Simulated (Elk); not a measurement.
# Double counting and the size of U in MnO2

One order of MnO2 is run under several DFT+U schemes. What changes?

Method: LDA (Perdew-Wang); all-electron APW+lo, Dirac cores, scalar-relativistic bands, in Elk 11.2.3 (patched build).

### Step 1. The structure

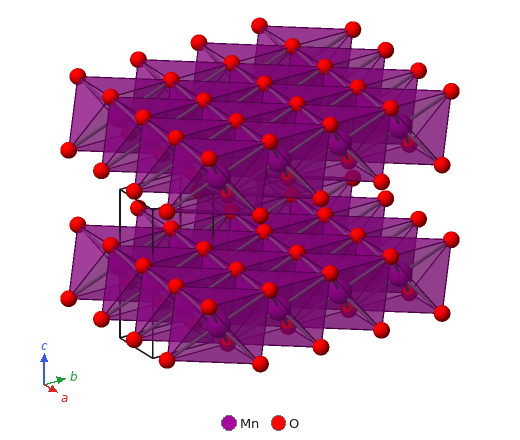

The starting structure, seen slightly off an axis (manganese purple, oxygen red). 3×3×2 cells are drawn. Some periodic images of atoms are drawn too.

The cell comes from a database of computed structures and need not be the stable phase.

### Step 2. No U

The run without a Hubbard term is the reference.

The last three numbers of an atom's line are a seed field in its sphere. It points against the wanted moment and shrinks by the factor reducebf each loop.

Input file elk.in:

```
tasks
  0
  15

xctype
  3

rgkmax
  7.0

nempty
  12

swidth
  0.003

reducebf
  0.6

epsengy
  1e-05

maxscl
  100

lmaxi
  3

spinpol
  .true.

sppath
  './'

avec
  5.39815041454 0.00000000000 0.00000000000
  -2.69907520727 4.67493539259 0.00000000000
  0.00000000000 0.00000000000 8.69533676828

atoms
  2
  'Mn.in'
  1
  0.0000000000 0.0000000000 0.5000000000   0.000000 0.000000 -0.675000
  'O.in'
  2
  0.6666666700 0.3333333300 0.2937074300   0.000000 0.000000 0.000000
  0.3333333300 0.6666666700 0.7062925700   0.000000 0.000000 0.000000

ngridk
  8 8 4
```

On the command line:

```
OMP_NUM_THREADS=2 elk
```

Numbers of over 12 decimals in the logs are rounded to 6 here.

Log:

```text
┌─────────────────────────┐
│ Elk code version 11.2.3 │
└─────────────────────────┘

All units are atomic (Hartree, Bohr, etc.)

┌─────────────────────────────────────────────────┐
│ Ground-state run starting from atomic densities │
└─────────────────────────────────────────────────┘

Lattice vectors :
   5.398150415       0.000000000       0.000000000
  -2.699075207       4.674935393       0.000000000
   0.000000000       0.000000000       8.695336768

Species : 1 (Mn)
 parameters loaded from : Mn.in
 name : manganese
 nuclear charge    :   -25.00000000
 electronic charge :    25.00000000
 atomic mass :    100145.9370
 muffin-tin radius :    2.026268672
 number of radial points in muffin-tin :    497
 inner part over the whole radius :   0.9986718747E-02
 number on inner part of muffin-tin    :    349
 approximate nuclear radius :   0.7074591925E-04
 number of mesh points to nuclear radius :    167
 atomic positions (lattice), magnetic fields (Cartesian) :
  1 :   0.00000000  0.00000000  0.00000000    0.00000000  0.00000000 -0.67500000

Species : 2 (O)
 parameters loaded from : O.in
 name : oxygen
 nuclear charge    :   -8.000000000
 electronic charge :    8.000000000
 atomic mass :    29165.12205
 muffin-tin radius :    1.519701504
 number of radial points in muffin-tin :    297
 inner part over the whole radius :   0.9751589621E-02
 number on inner part of muffin-tin    :    203
 approximate nuclear radius :   0.5115538663E-04
 number of mesh points to nuclear radius :     88
 atomic positions (lattice), magnetic fields (Cartesian) :
  1 :  -0.33333333  0.33333333 -0.20629257    0.00000000  0.00000000  0.00000000
  2 :   0.33333333 -0.33333333  0.20629257    0.00000000  0.00000000  0.00000000

Total number of atoms per unit cell :    3
Total muffin-tin volume :    64.25127233
 ratio of muffin-tin to unit cell volume :   0.2928024663

Spin treatment :
 spin-polarised
 global magnetic field (Cartesian) :    0.000000000       0.000000000       0.000000000
 collinear magnetisation in z-direction

Number of Bravais lattice symmetries :   24
Number of crystal symmetries         :   12
Crystal has inversion symmetry
Real symmetric eigensolver will be used

k-point grid :      8     8     4
k-point offset :    0.000000000       0.000000000       0.000000000
k-point set is reduced with full crystal symmetry group
Total number of k-points :       35

Muffin-tin radius times maximum |G+k| :    7.000000000
 using average radius
Maximum |G+k| for APW functions       :    4.145550941
Maximum (1/2)|G+k|²                   :    8.592796303
Maximum |G| for potential and density :    12.00000000
Constant for pseudocharge density :    6
 order of it for each species :   13  13
 order of it for pair densities of each species (exact exchange by exxq0 0: 13) :   13   7
Radial integration step length :    1

G-vector grid sizes :     21    21    35
Number of G-vectors :     6411

Maximum angular momentum used for
 APW functions            :    8
 outer part of muffin-tin :    6
 inner part of muffin-tin :    3

Number of empty states         :     36
Total number of valence states :    100
Total number of core states    :     14

Third-order local-orbitals added for an l without core states : T
Total number of local-orbitals :     39

Exchange-correlation functional :      3     0     0
 Perdew-Wang/Ceperley-Alder, Phys. Rev. B 45, 13244 (1992)
 gradient requirement :    0
 local density approximation (LDA)

Smearing type :    3
 Fermi-Dirac
Smearing width :   0.3000000000E-02
Effective electronic temperature (K) :    947.3250744

Mixing type :    3
 Broyden mixing, J. Phys. A: Math. Gen. 17, L317 (1984)

Kohn-Sham potential initialised from atomic data

┌──────────────────────────────┐
│ Self-consistent loop started │
└──────────────────────────────┘

┌─────────────────┐
│ Loop number : 1 │
└─────────────────┘

Energies :
 Fermi                       :     0.96788946741872E-01
 sum of occupied eigenvalues :     -754.77404850222
 electron kinetic            :      1316.1910450875
 core electron kinetic       :      1165.8935671629
 Coulomb                     :     -2556.1972342730
 Coulomb potential           :     -1989.3337643407
 nuclear-nuclear             :     -183.37021660602
 electron-nuclear            :     -2762.0988042654
 Hartree                     :      389.27178659843
 Madelung                    :     -1561.5303521026
 xc potential                :     -81.494698899945
 xc effective B-field        :    -0.164265
 external B-field            :      0.000000
 exchange                    :     -62.905168910533
 correlation                 :     -3.234187
 electron entropic           :    -0.75794005145229E-04
 total energy                :     -1306.1456212559
 (external B-field energy excluded from total)

Density of states at Fermi energy :    1.392356551
 (states/Hartree/unit cell)

Estimated indirect band gap :   0.2278686887E-01
 from k-point 26 to k-point 26
Estimated direct band gap   :   0.2278686887E-01
 at k-point 26

Charges :
 core                        :    14.00000000
 valence                     :    27.00000000
 interstitial                :    4.095014710
 muffin-tins (core leakage)
  species : 1 (Mn)
   atom 1                    :    22.16099584     ( -0.3441665894E-05)
  species : 2 (O)
   atom 1                    :    7.371994727     ( -0.4002093872E-05)
   atom 2                    :    7.371994727     ( -0.4002093872E-05)
 total in muffin-tins        :    36.90498529
 total calculated charge     :    40.99805916
 total charge                :    41.00000000
 error                       :   0.1940837038E-02

Moments :
 interstitial                :   0.2172781479
 muffin-tins
  species : 1 (Mn)
   atom 1                    :    2.722088272
  species : 2 (O)
   atom 1                    :   0.2816104856E-01
   atom 2                    :   0.2816104856E-01
 total in muffin-tins        :    2.778410369
 total moment                :    2.995688517

[... earlier loops left out ...]

┌──────────────────┐
│ Loop number : 18 │
└──────────────────┘

Energies :
 Fermi                       :     0.156785
 sum of occupied eigenvalues :     -751.49811234310
 electron kinetic            :      1319.4077196188
 core electron kinetic       :      1165.9718251270
 Coulomb                     :     -2559.3753996643
 Coulomb potential           :     -1983.3519779416
 nuclear-nuclear             :     -183.37021660602
 electron-nuclear            :     -2774.4605071958
 Hartree                     :      398.45532413752
 Madelung                    :     -1567.6994106935
 xc potential                :     -87.396192708619
 xc effective B-field        :    -0.157661
 external B-field            :      0.000000
 exchange                    :     -62.982326897171
 correlation                 :     -3.234117
 electron entropic           :    -0.86548850872708E-04
 total energy                :     -1306.1842105831
 (external B-field energy excluded from total)

Density of states at Fermi energy :    2.065713486
 (states/Hartree/unit cell)

Estimated indirect band gap :   0.1467048124E-01
 from k-point 27 to k-point 26
Estimated direct band gap   :   0.1599240808E-01
 at k-point 26

Charges :
 core                        :    14.00000000
 valence                     :    27.00000000
 interstitial                :    4.258083689
 muffin-tins (core leakage)
  species : 1 (Mn)
   atom 1                    :    23.01264003     ( -0.3441686347E-05)
  species : 2 (O)
   atom 1                    :    6.864638138     ( -0.3998949059E-05)
   atom 2                    :    6.864638138     ( -0.3998949059E-05)
 total in muffin-tins        :    36.74191631
 total calculated charge     :    40.99826139
 total charge                :    41.00000000
 error                       :   0.1738613178E-02

Moments :
 interstitial                :   0.1649842338
 muffin-tins
  species : 1 (Mn)
   atom 1                    :    2.716908142
  species : 2 (O)
   atom 1                    :   0.5571891727E-01
   atom 2                    :   0.5571891727E-01
 total in muffin-tins        :    2.828345977
 total moment                :    2.993330211

┌──────────────────────────────┐
│ Self-consistent loop stopped │
└──────────────────────────────┘

Wrote STATE.OUT
```

Wall time 1.9 min (2 threads of Intel Xeon 6975P-C (Granite Rapids), shared host); peak memory 0.12 GiB; 3.4 min of CPU time.

Spin moment in the muffin-tin sphere by atom:

```
atom  spin moment in the muffin-tin sphere (μB)
 Mn1                                       2.72
  O2                                       0.06
  O3                                       0.06
```

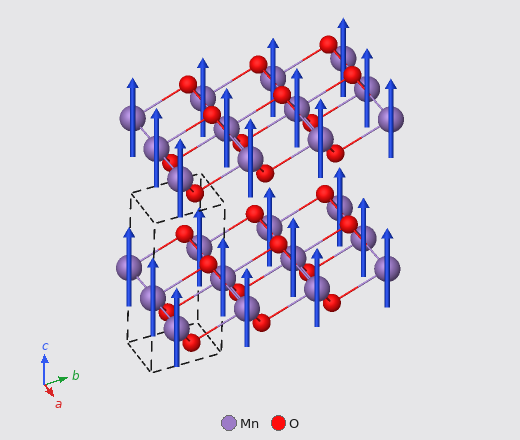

Spin moment in the muffin-tin sphere as arrows, the longest 2.72 μB. Up and down stand for the sign. Arrows give size and sign along the axis of quantisation, drawn up and down the page. 2×3×2 cells are drawn. Some periodic images of atoms are drawn too.

Numbers from this step:

```yaml
density_of_states_at_the_fermi_level: 0.07591 states/eV/cell
moment_between_the_spheres: 0.1650 μB
magnetization: 2.993 μB
final_state: ferromagnetic
```

After 18 cycles the largest moment stands at 2.72 μB.

### Step 3. U = 4.00 eV, J = 0.90 eV on Mn d (fully localised)

Fully localised double counting pushes orbitals towards full or empty, which suits localised shells.

Edit elk.in of step 2 so:

```diff
@@ -51 +51,5 @@
   8 8 4
+
+dft+u
+  1 1
+  1 2 0.146997 0.033074
```

On the command line:

```
OMP_NUM_THREADS=2 elk
```

Log:

```text
Warning(gndstate): forces or DFT+U at lmaxo under 8 : 6
  [figures from our tests cut]: type lmaxo 8 and lmaxapw 10

--- INFO.OUT ---
┌─────────────────────────┐
│ Elk code version 11.2.3 │
└─────────────────────────┘

All units are atomic (Hartree, Bohr, etc.)

┌─────────────────────────────────────────────────┐
│ Ground-state run starting from atomic densities │
└─────────────────────────────────────────────────┘

Lattice vectors :
   5.398150415       0.000000000       0.000000000
  -2.699075207       4.674935393       0.000000000
   0.000000000       0.000000000       8.695336768

Species : 1 (Mn)
 muffin-tin radius :    2.026268672
 atomic positions (lattice), magnetic fields (Cartesian) :
  1 :   0.00000000  0.00000000  0.00000000    0.00000000  0.00000000 -0.67500000

Species : 2 (O)
 muffin-tin radius :    1.519701504
 atomic positions (lattice), magnetic fields (Cartesian) :
  1 :  -0.33333333  0.33333333 -0.20629257    0.00000000  0.00000000  0.00000000
  2 :   0.33333333 -0.33333333  0.20629257    0.00000000  0.00000000  0.00000000

Total number of atoms per unit cell :    3
Total muffin-tin volume :    64.25127233
 ratio of muffin-tin to unit cell volume :   0.2928024663

Spin treatment :
 spin-polarised
 global magnetic field (Cartesian) :    0.000000000       0.000000000       0.000000000
 collinear magnetisation in z-direction

Number of Bravais lattice symmetries :   24
Number of crystal symmetries         :   12
Crystal has inversion symmetry
Real symmetric eigensolver will be used

k-point grid :      8     8     4
k-point offset :    0.000000000       0.000000000       0.000000000
k-point set is reduced with full crystal symmetry group
Total number of k-points :       35

Muffin-tin radius times maximum |G+k| :    7.000000000
 using average radius
Maximum |G+k| for APW functions       :    4.145550941
Maximum (1/2)|G+k|²                   :    8.592796303
Maximum |G| for potential and density :    12.00000000
Constant for pseudocharge density :    6
 order of it for each species :   13  13
 order of it for pair densities of each species (exact exchange by exxq0 0: 13) :   13   7
Radial integration step length :    1

G-vector grid sizes :     21    21    35
Number of G-vectors :     6411

Maximum angular momentum used for
 APW functions            :    8
 outer part of muffin-tin :    6

Number of empty states         :     36
Total number of valence states :    100
Total number of core states    :     14

Third-order local-orbitals added for an l without core states : T
Total number of local-orbitals :     39

Exchange-correlation functional :      3     0     0
 Perdew-Wang/Ceperley-Alder, Phys. Rev. B 45, 13244 (1992)
 gradient requirement :    0
 local density approximation (LDA)

DFT+U calculation
 fully localised limit (FLL)
 see Phys. Rev. B 52, R5467 (1995)
 species : 1 (Mn), l = 2, U =   0.14699700, J =   0.03307400

Smearing type :    3
 Fermi-Dirac
Smearing width :   0.3000000000E-02
Effective electronic temperature (K) :    947.3250744

Mixing type :    3
 Broyden mixing, J. Phys. A: Math. Gen. 17, L317 (1984)

Kohn-Sham potential initialised from atomic data

┌──────────────────────────────┐
│ Self-consistent loop started │
└──────────────────────────────┘

[... earlier loops left out ...]

┌──────────────────┐
│ Loop number : 28 │
└──────────────────┘

Energies :
 Fermi                       :     0.161818
 sum of occupied eigenvalues :     -751.79027561680
 electron kinetic            :      1319.3673960953
 core electron kinetic       :      1165.9578249928
 Coulomb                     :     -2559.4341880590
 Coulomb potential           :     -1983.5868920686
 nuclear-nuclear             :     -183.37021660602
 electron-nuclear            :     -2774.3370468714
 Hartree                     :      398.27307541838
 Madelung                    :     -1567.6407420247
 xc potential                :     -87.397947397665
 xc effective B-field        :    -0.172832
 external B-field            :      0.000000
 exchange                    :     -62.995779294793
 correlation                 :     -3.233085
 DFT+U                       :     0.184324
 electron entropic           :    -0.11860683895646E-07
 total energy                :     -1306.1113321709
 (external B-field energy excluded from total)

Density of states at Fermi energy :   0.8378226810E-04
 (states/Hartree/unit cell)

Estimated indirect band gap :   0.7996182227E-01
 from k-point 27 to k-point 26
Estimated direct band gap   :   0.8515665416E-01
 at k-point 26

Charges :
 core                        :    14.00000000
 valence                     :    27.00000000
 interstitial                :    4.263841595
 muffin-tins (core leakage)
  species : 1 (Mn)
   atom 1                    :    22.97556511     ( -0.3441686941E-05)
  species : 2 (O)
   atom 1                    :    6.880296648     ( -0.3998412961E-05)
   atom 2                    :    6.880296648     ( -0.3998412961E-05)
 total in muffin-tins        :    36.73615840
 total calculated charge     :    40.99823778
 total charge                :    41.00000000
 error                       :   0.1762216212E-02

Moments :
 interstitial                :   0.1414397906
 muffin-tins
  species : 1 (Mn)
   atom 1                    :    2.823102227
  species : 2 (O)
   atom 1                    :   0.1768819553E-01
   atom 2                    :   0.1768819553E-01
 total in muffin-tins        :    2.858478618
 total moment                :    2.999918409

┌──────────────────────────────┐
│ Self-consistent loop stopped │
└──────────────────────────────┘

Warning : forces or DFT+U at lmaxo under 8 : 6

Wrote STATE.OUT
```

Elapsed: 3.5 min, on 2 threads; peak memory 0.1 GiB.

Spin moment in the muffin-tin sphere by atom:

```
atom  spin moment in the muffin-tin sphere (μB)
 Mn1                                       2.82
  O2                                       0.02
  O3                                       0.02
```

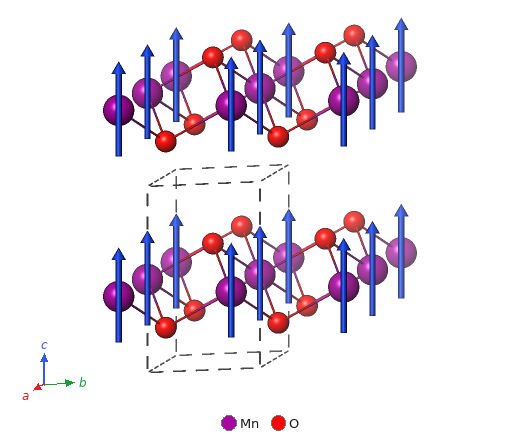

Spin moment in the muffin-tin sphere as arrows, the longest 2.82 μB. Up and down stand for the sign. Arrows give size and sign along the axis of quantisation, drawn up and down the page. 2×2×2 cells are drawn. Some periodic images of atoms are drawn too.

Numbers from this step:

```
density of states at the Fermi level : 3.08e-6 states/eV/cell
moment between the spheres           : 0.1414 μB
magnetization                        : 3.000 μB
final state                          : ferromagnetic
```

The largest spin moment is +0.11 μB from that of the first run.

FDU.OUT:

```text

   1   2 : species, l
  0.1469970000     : F^(0)
  0.2849452308     : F^(2)
  0.1780907692     : F^(4)
  0.1469970000     : U
  0.3307400000E-01 : J
```

In eV, for the first corrected species: U = 4.00, J = 0.90.

### Step 4. U = 2.00 eV, J = 0.90 eV on Mn d (fully localised)

The same form with other values shows how far the result hangs on them.

Edit elk.in of step 3 so:

```diff
@@ -54,2 +54,2 @@
   1 1
-  1 2 0.146997 0.033074
+  1 2 0.073499 0.033074
```

On the command line:

```
OMP_NUM_THREADS=2 elk
```

Log:

```text
Warning(gndstate): forces or DFT+U at lmaxo under 8 : 6
  [figures from our tests cut]: type lmaxo 8 and lmaxapw 10

--- INFO.OUT ---
┌─────────────────────────┐
│ Elk code version 11.2.3 │
└─────────────────────────┘

All units are atomic (Hartree, Bohr, etc.)

┌─────────────────────────────────────────────────┐
│ Ground-state run starting from atomic densities │
└─────────────────────────────────────────────────┘

Lattice vectors :
   5.398150415       0.000000000       0.000000000
  -2.699075207       4.674935393       0.000000000
[...]
total calculated charge     :    40.99824428
 total charge                :    41.00000000
 error                       :   0.1755716406E-02

Moments :
 interstitial                :   0.1616144407
 muffin-tins
  species : 1 (Mn)
   atom 1                    :    2.709927392
  species : 2 (O)
   atom 1                    :   0.6414882276E-01
   atom 2                    :   0.6414882276E-01
 total in muffin-tins        :    2.838225038
 total moment                :    2.999839478

┌──────────────────────────────┐
│ Self-consistent loop stopped │
└──────────────────────────────┘

Warning : forces or DFT+U at lmaxo under 8 : 6

Wrote STATE.OUT

[key lines of the parts left out:]
total energy                :     -1306.1623808877
```

Wall time 2.8 min (2 threads); peak memory 0.12 GiB.

This step gave:

* density of states at the Fermi level: 7.91e-4 states/eV/cell
* moment between the spheres: 0.1616 μB
* magnetization: 3.000 μB
* final state: ferromagnetic
* largest moment: 2.710 μB

The largest spin moment is -0.01 μB from that of the first run.

### Step 5. U = 4.00 eV, J = 0.90 eV on Mn d (around mean field)

Around-mean-field double counting counts from equal filling of a spin's orbitals, which suits more itinerant shells.

Edit elk.in of step 4 so:

```diff
@@ -53,3 +53,3 @@
 dft+u
-  1 1
-  1 2 0.073499 0.033074
+  2 1
+  1 2 0.146997 0.033074
```

On the command line:

```
OMP_NUM_THREADS=2 elk
```

Log:

```text
Warning(gndstate): forces or DFT+U at lmaxo under 8 : 6
  [figures from our tests cut]: type lmaxo 8 and lmaxapw 10

--- INFO.OUT ---
┌─────────────────────────┐
│ Elk code version 11.2.3 │
└─────────────────────────┘

All units are atomic (Hartree, Bohr, etc.)

┌─────────────────────────────────────────────────┐
│ Ground-state run starting from atomic densities │
└─────────────────────────────────────────────────┘

Lattice vectors :
   5.398150415       0.000000000       0.000000000
  -2.699075207       4.674935393       0.000000000
[...]
total calculated charge     :    40.99823456
 total charge                :    41.00000000
 error                       :   0.1765441388E-02

Moments :
 interstitial                :  -0.1953017022
 muffin-tins
  species : 1 (Mn)
   atom 1                    :   -2.415455182
  species : 2 (O)
   atom 1                    :  -0.1944940828
   atom 2                    :  -0.1944940828
 total in muffin-tins        :   -2.804443348
 total moment                :   -2.999745050

┌──────────────────────────────┐
│ Self-consistent loop stopped │
└──────────────────────────────┘

Warning : forces or DFT+U at lmaxo under 8 : 6

Wrote STATE.OUT

[key lines of the parts left out:]
total energy                :     -1306.2141045023
```

It took 2.3 min on 2 threads; peak memory 0.11 GiB.

Numbers from this step:

```
density of states at the Fermi level : 0.001732 states/eV/cell
moment between the spheres           : -0.1953 μB
magnetization                        : -3.000 μB
final state                          : ferromagnetic
largest moment                       : 2.415 μB
```

The seeded moments ended reversed as a whole, which leaves the pattern as it was.

The largest spin moment is -0.30 μB from that of the first run.

(Part 1 of 2 ends here.)

[Logs and program files are shortened in this print: banners, set-up blocks, solver, clock and traceback lines can be left out without a mark of their own.]

[Logs are printed without paths, hosts, clocks, repeated set-up lines and the standing remarks that a program may print on its own settings, such as how far it seeks lower states.]

[Hosts, paths, dates, database ids (printed as entryN), source tags and the programs' standing remarks are cut or masked in the printed files.]

[Where a cell is said to come from a database of computed structures, the database is the Materials Project.]
